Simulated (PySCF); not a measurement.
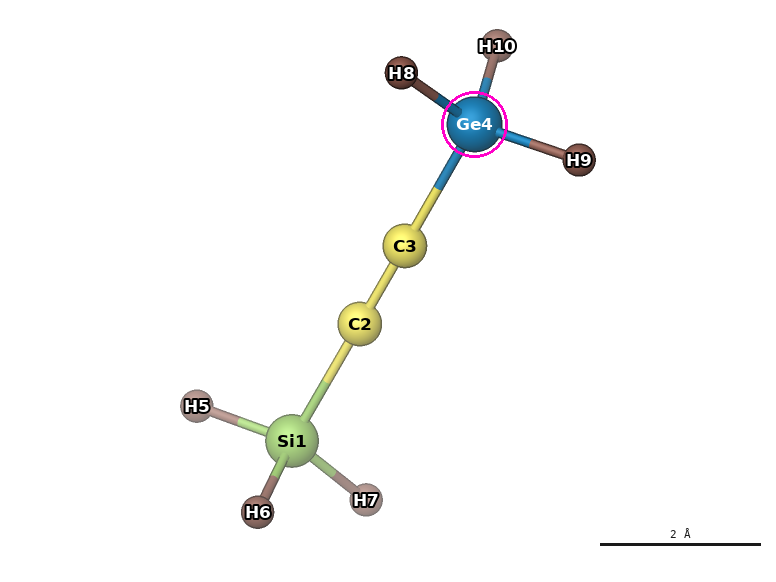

Orthographic view. Depth is shown by fading: the farther an atom, the more it takes the colour of the background. Computed geometry: PBE0-D3(BJ)/def2-SVP optimisation. No frequency run is at hand to confirm it as a minimum.

Which atoms are bonded to the circled atom?

Answer. The circled atom is Ge4; it is bonded to C3, H8, H9, H10.

Of Si1 and H6, which is nearer the viewer?

Answer. H6; the bond to Si1 points away from the viewer, so it looks shorter than its 1.49 Å.

What is the shortest path along bonds from the circled atom to Si1?

Answer. Ge4–C3–C2–Si1, 3 bonds; through space the two are 4.96 Å apart.
